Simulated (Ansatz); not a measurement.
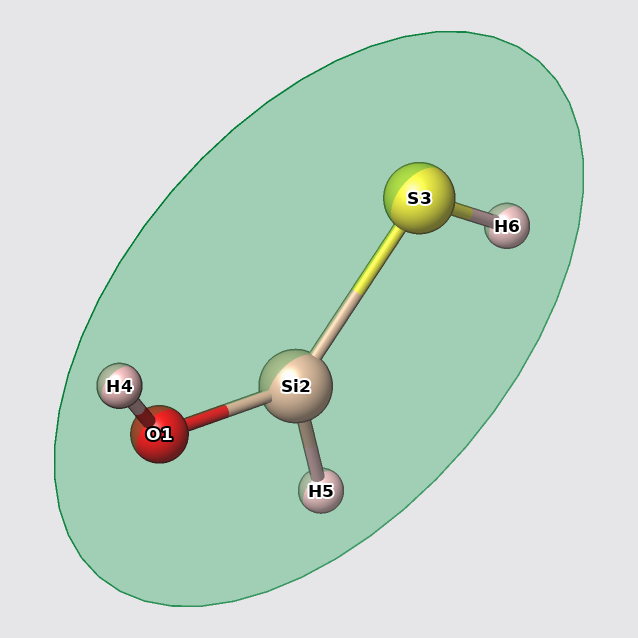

A disc through the centre of mass is drawn in. Depth is shown by fading: the farther an atom, the more it takes the colour of the background. Charge +1, singlet. The geometry was computed by an optimisation with PBE-D4/def2-SVP. No frequency run is at hand to confirm it as a minimum.

Is the plane of the disc a mirror plane of the structure?

Yes. The reflection leaves O1, Si2, S3, H4, H5, H6 in place. The point group is Cs.
